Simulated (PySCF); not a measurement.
**CoHF: structure of the doublet**

Aim: relax CoHF as a doublet from a linear start, check by its vibrations whether the end is a minimum, and collect its spectrum and constants.

Program: PySCF 2.14.0. Level of theory: PBE0, basis Co def2-TZVP, H def2-TZVP, F def2-TZVP, no relativity, density fitting. These are calculated values, not measurements.

## (1) Starting geometry

3 atoms, charge 0, spin multiplicity 2.

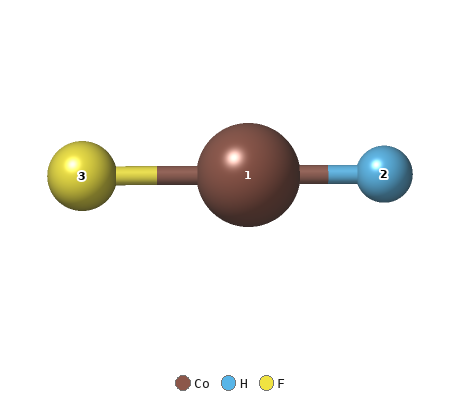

As it starts; cobalt brown, hydrogen blue, fluorine yellow; atoms are numbered from 1 in the order of the file.

```xyz
3
charge 0 multiplicity 2
Co    0.0000    0.0000    0.0000
H     0.0000    0.0000   -1.4300
F     0.0000    0.0000    1.7500
```

## (2) The SCF at the typed geometry

One driver script runs all steps and calls PySCF; scf.py shows how it sets up the SCF of each step. The optimiser is the driver's own. After this first run the driver tries any further starts and a stability analysis.

Contents of scf.py:

```python
from pyscf import gto, scf, dft
mol = gto.M(atom='''
Co     0.000000     0.000000     0.000000
H      0.000000     0.000000    -1.430000
F      0.000000     0.000000     1.750000''',
    basis={'Co': 'def2-TZVP', 'H': 'def2-TZVP', 'F': 'def2-TZVP'},
    charge=0, spin=1)
mf = dft.UKS(mol, xc='PBE0')
mf.grids.atom_grid = (50, 194)
aux = {'Co': 'def2-universal-JKFIT', 'H': 'def2-universal-JKFIT', 'F': 'def2-universal-JKFIT'}
mf = mf.density_fit(auxbasis=aux)
mf.conv_tol = 1e-08
mf.diis_space = 10
mf.max_cycle = 60
mf.init_guess = 'minao'
mf.verbose = 4
mf.kernel()
```

On the command line:

```sh
$ OMP_NUM_THREADS=2 python axn.py task.json out
```

What it wrote, cut to the lines that bear on the results:

```text
[... the frontier levels of the middle cycles are left out ...]
init E= -1481.92671229258
[... the frontier-level lines of each cycle are left out ...]
cycle= 1 E= -1466.62319235212  delta_E= 15.3  |g|= 5.57  |ddm|= 15.6
cycle= 2 E= -1432.48304441539  delta_E= 34.1  |g|=   12  |ddm|= 17.8
cycle= 3 E= -1472.8806369138  delta_E= -40.4  |g|= 6.84  |ddm|= 7.77
cycle= 4 E= -1467.3022758534  delta_E= 5.58  |g|= 6.79  |ddm|= 3.53
cycle= 5 E= -1476.28069607582  delta_E= -8.98  |g|= 5.35  |ddm|=  3.2
cycle= 6 E= -1478.45282100908  delta_E= -2.17  |g|= 4.34  |ddm|= 0.586
cycle= 7 E= -1480.53259868719  delta_E= -2.08  |g|= 3.16  |ddm|=  0.5
cycle= 8 E= -1480.82384884345  delta_E= -0.291  |g|= 2.97  |ddm|= 0.148
cycle= 9 E= -1481.06018649789  delta_E= -0.236  |g|= 2.79  |ddm|= 0.0943
cycle= 10 E= -1481.73044654662  delta_E= -0.67  |g|= 2.19  |ddm|= 0.356
cycle= 11 E= -1482.57270092932  delta_E= -0.842  |g|= 1.04  |ddm|= 0.574
cycle= 12 E= -1482.81886251926  delta_E= -0.246  |g|= 0.199  |ddm|= 0.405
cycle= 13 E= -1482.83532858801  delta_E= -0.0165  |g|= 0.257  |ddm|= 0.252
cycle= 14 E= -1482.85024444434  delta_E= -0.0149  |g|= 0.171  |ddm|= 0.086
[... 31 cycles left out ...]
cycle= 46 E= -1482.89179077004  delta_E= -1.3e-06  |g|= 0.00235  |ddm|= 0.111
cycle= 47 E= -1482.89177196489  delta_E= 1.88e-05  |g|= 0.00552  |ddm|= 0.0467
cycle= 48 E= -1482.89177319379  delta_E= -1.23e-06  |g|= 0.00537  |ddm|= 0.00108
cycle= 49 E= -1482.89177846383  delta_E= -5.27e-06  |g|= 0.00467  |ddm|= 0.0109
cycle= 50 E= -1482.89179124032  delta_E= -1.28e-05  |g|= 0.00219  |ddm|= 0.0401
cycle= 51 E= -1482.89179323565  delta_E= -2e-06  |g|= 0.00137  |ddm|= 0.0134
cycle= 52 E= -1482.89179411149  delta_E= -8.76e-07  |g|= 0.000351  |ddm|= 0.0182
cycle= 53 E= -1482.89179443433  delta_E= -3.23e-07  |g|= 0.000246  |ddm|= 0.00933
cycle= 54 E= -1482.89179469781  delta_E= -2.63e-07  |g|= 0.000269  |ddm|= 0.0123
cycle= 55 E= -1482.89179495742  delta_E= -2.6e-07  |g|= 4.76e-05  |ddm|= 0.0141
cycle= 56 E= -1482.89179502801  delta_E= -7.06e-08  |g|= 0.000121  |ddm|= 0.0186
cycle= 57 E= -1482.89179502522  delta_E= 2.79e-09  |g|= 0.000133  |ddm|= 0.000546
cycle= 58 E= -1482.89179503803  delta_E= -1.28e-08  |g|= 1.99e-05  |ddm|= 0.00538
cycle= 59 E= -1482.89179503355  delta_E= 4.48e-09  |g|= 9.51e-05  |ddm|= 0.000437
Extra cycle  E= -1482.89179503899  delta_E= -5.45e-09  |g|= 4.27e-05  |ddm|= 9.62e-05
converged SCF energy = -1482.89179503899  <S^2> = 1.6711241  2S+1 = 2.7720924
```

This step, with its further starts and checks, ran for 18 s (2 threads of Arm Neoverse V2, shared host).

The starts that the driver tried:

```
                      start   energy (Eh)
    the minimal-basis guess  -1482.891795
a thermally smeared density  -1482.881122
      a smeared PBE density  -1482.881122
```

The first run landed in a state that is too high. Following the other starts and the instabilities gains 8.6 kJ/mol (-1482.89506 Eh), and the work goes on from there.

## (3) Linear start, doublet: relaxation

The program finds C∞v symmetry in the start, which this walk keeps. Threshold on the gradient: 0.0003 Eh/bohr, with a further test on the energy change.

Changes to scf.py since step 2:

```diff
@@ -3,3 +3,3 @@
-Co     0.000000     0.000000     0.000000
-H      0.000000     0.000000    -1.430000
-F      0.000000     0.000000     1.750000''',
+Co     0.000000     0.000000    -0.402917
+H      0.000000     0.000000    -1.832917
+F      0.000000     0.000000     1.347083''',
@@ -15 +14,0 @@
-mf.init_guess = 'minao'
```

The optimiser's trace:

```csv
step,energy (Eh),change (kJ/mol),largest symmetric gradient (Eh/bohr)
0,-1482.895060,0.00,0.04034
1,-1482.898103,-7.99,0.02068
2,-1482.899327,-11.20,0.00528
3,-1482.899394,-11.38,0.00078
4,-1482.899395,-11.38,0.00002
```

The walk took 7.3 s.

Positions (Å) and forces (eV/Å) along the way:

```
step 0
Co   0.000   0.000  -0.403   0.000   0.000   1.750
H    0.000   0.000  -1.833  -0.001   0.000  -2.075
F    0.000   0.000   1.347   0.000   0.000   0.325
step 1
Co   0.000   0.000  -0.389   0.000   0.000   1.064
H    0.000   0.000  -1.872   0.000   0.001  -1.051
F    0.000   0.000   1.372   0.000   0.000  -0.013
step 2
Co   0.000   0.000  -0.371   0.000   0.000   0.272
H    0.000   0.000  -1.907   0.000   0.001  -0.218
F    0.000   0.000   1.389   0.000   0.000  -0.053
step 3
Co   0.000   0.000  -0.365   0.000   0.000   0.040
H    0.000   0.000  -1.916   0.000   0.001  -0.028
F    0.000   0.000   1.392   0.000   0.000  -0.012
step 4
Co   0.000   0.000  -0.364   0.000   0.000   0.001
H    0.000   0.000  -1.917   0.000   0.001   0.000
F    0.000   0.000   1.393   0.000   0.000  -0.001
```

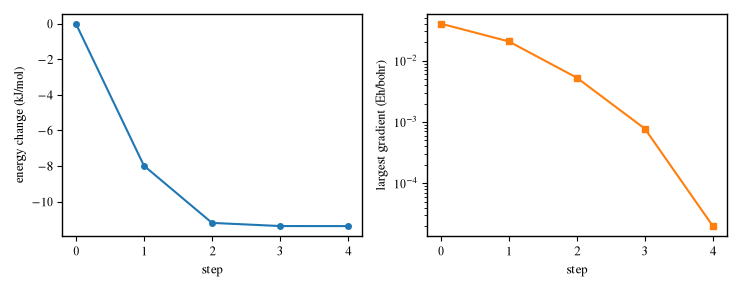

How energy and gradient fall.

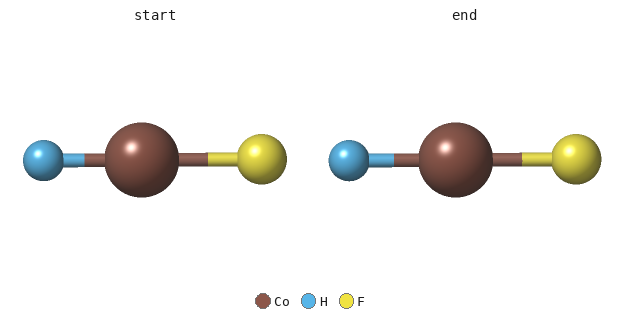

Start and end of the relaxation.

End point (C∞v, 4 steps, 11.4 kJ/mol gained): Co–F 1.757 Å, Co–H 1.553 Å; F–Co–H 180.0°.

## (4) Is it a minimum? Harmonic modes

On the finer grid the gradient is checked again; gradients at displacements of ±0.02 bohr then give force constants and infrared intensities.

Changes to scf.py since step 3:

```diff
@@ -3,3 +3,3 @@
-Co     0.000000     0.000000    -0.402917
-H      0.000000     0.000000    -1.832917
-F      0.000000     0.000000     1.347083''',
+Co     0.000000     0.000000    -0.403067
+H      0.000000     0.000000    -1.955614
+F     -0.000000     0.000000     1.354019''',
@@ -9 +9 @@
-mf.grids.atom_grid = (50, 194)
+mf.grids.atom_grid = (75, 302)
@@ -12 +12 @@
-mf.conv_tol = 1e-08
+mf.conv_tol = 1e-10
```

This SCF starts from the last density.

SCF at the final geometry:

```text
init E= -1482.89929365194
[... the frontier-level lines of each cycle are left out ...]
cycle= 1 E= -1482.89929365194  delta_E= -3.87e-12  |g|= 1.52e-05  |ddm|= 1.29e-05
cycle= 2 E= -1482.89929365182  delta_E= 1.19e-10  |g|= 2.79e-05  |ddm|= 1.96e-05
cycle= 3 E= -1482.89929365207  delta_E= -2.44e-10  |g|= 4.32e-06  |ddm|= 1.17e-05
cycle= 4 E= -1482.89929365208  delta_E= -1.59e-11  |g|= 2.71e-06  |ddm|= 2.68e-06
Extra cycle  E= -1482.89929365212  delta_E= -4.05e-11  |g|= 2.66e-06  |ddm|= 7.89e-06
converged SCF energy = -1482.89929365212  <S^2> = 1.754364  2S+1 = 2.8315113
```

The whole step took 39 s.

Geometry: C∞v; Co–F 1.757 Å, Co–H 1.553 Å; F–Co–H 180.0°.

Harmonic modes (main isotopes):

```json
{"ω (cm⁻¹)": "362", "IR (km/mol)": "143", "μ (u)": "1.11"}
{"ω (cm⁻¹)": "367", "IR (km/mol)": "144", "μ (u)": "1.11"}
{"ω (cm⁻¹)": "650", "IR (km/mol)": "147", "μ (u)": "21.69"}
{"ω (cm⁻¹)": "1890", "IR (km/mol)": "286", "μ (u)": "1.02"}
```

Every mode is real; the point is a minimum.

Here the density breaks the symmetry of the frame, and no labels are given; pairs that should be degenerate can split.

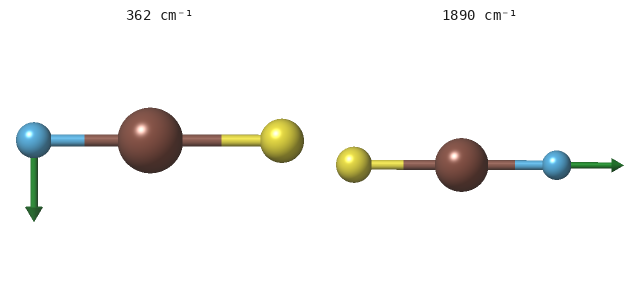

How the atoms move in 2 of the modes.

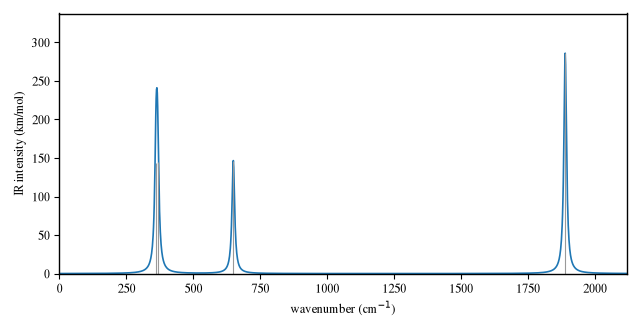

The harmonic infrared spectrum (widths in cm⁻¹). Lines are broadened to a width of 12 cm⁻¹ (Lorentzian).

Properties at this point:

```yaml
Dipole_moment: 1.53 D
Highest_occupied_level: -8.40 eV
Lowest_empty_level: -4.67 eV
Rotational_constants: 0.3493 cm⁻¹
Zero-point_energy: 19.6 kJ/mol
Principal_polarisabilities: 19.3, 19.3, 37.7 bohr³
Atomisation_energy_without_zero-point_energy: 617 kJ/mol
Principal_traceless_quadrupole_moments_about_the_centre_of_mass: -9.44, 4.72, 4.72 D Å
Entropy_at_298.15_K_and_1_bar_electronic_part_spin_only: 241.3 J/(mol K)
Heat_capacity_Cp_at_298.15_K: 46.0 J/(mol K)
Enthalpy_at_298.15_K_above_0_K: 10.85 kJ/mol
Rotational_symmetry_number: 1
Spin_squared_⟨S²⟩: 1.754
```

Charges (e) and bond orders:

```
atom  Mulliken  Löwdin  polar tensor  spin (Mulliken)  Mayer order to Co1
 Co1      0.69    0.51          1.22             1.05                   –
  H2     -0.16   -0.17         -0.41            -0.08                0.96
  F3     -0.53   -0.34         -0.81             0.04                0.79
```

Mulliken populations on Co1: s 6.60, p 12.35, d 7.37, f 0.00.

## (5) Results

| quantity | value |
| --- | --- |
| minimum | broken-symmetry (Ms = 1/2), C∞v |
| geometry | Co–F 1.757 Å, Co–H 1.553 Å; F–Co–H 180.0° |
| wavenumbers (cm⁻¹) | 362, 367, 650, 1890 |
| dipole moment | 1.53 D |
| highest occupied, lowest empty level (either spin) | -8.40, -4.67 eV |
| polar-tensor charge of Co1 | +1.22 e |
| zero-point energy | 19.6 kJ/mol |
| entropy at 298.15 K | 241.3 J/(mol K) |
| atomisation energy (no zero-point energy) | 617 kJ/mol |
| ⟨S²⟩ | 1.754 |

**Reading.** The linear start keeps its C∞v symmetry and ends in a minimum. The determinant is spin-contaminated (⟨S²⟩ = 1.75 against 0.75), so it is no pure spin state. The strongest infrared band lies at 1890 cm⁻¹ (stretch). The first SCF alone would have been 9 kJ/mol too high. Other starts or spin states, not run here, may lie lower. The SCF density has lower symmetry than the nuclear frame. One determinant may miss the lowest occupation of an open d or f shell.

The search up to here took 64 s.
